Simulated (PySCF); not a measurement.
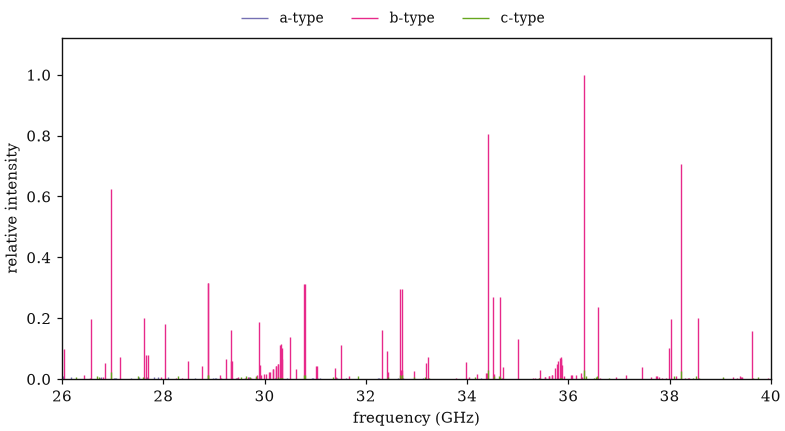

C₆H₉BS, SMILES CB(C)c1ccsc1. Simulated rotational absorption lines between 26 and 40 GHz at 3 K: rigid rotor with the equilibrium constants and dipole of one optimised conformer (PBE0-D3(BJ)/def2-SVP, PySCF 2.14.0), commonest isotopes; no centrifugal distortion, hyperfine structure, internal rotation or nuclear-spin weights; lines within 1 MHz of each other are summed. Lines of different type are drawn apart.

Question: What are the rotational constants, and what kind of rotor is it?

Answer: Rotational constants A, B, C = 3.716, 1.069, 0.8392 GHz; Ray's κ = −0.84, an asymmetric top on the prolate side.

Question: Which dipole components drive the lines?

Answer:
|μa|, |μb|, |μc| = 0.05, 0.19, 0.04 D; b-type lines carry 95 % of the intensity in this range.

Known limits of this run: coarse grid, loose stop and no frequency check, small forces are noise and the end may be a saddle.
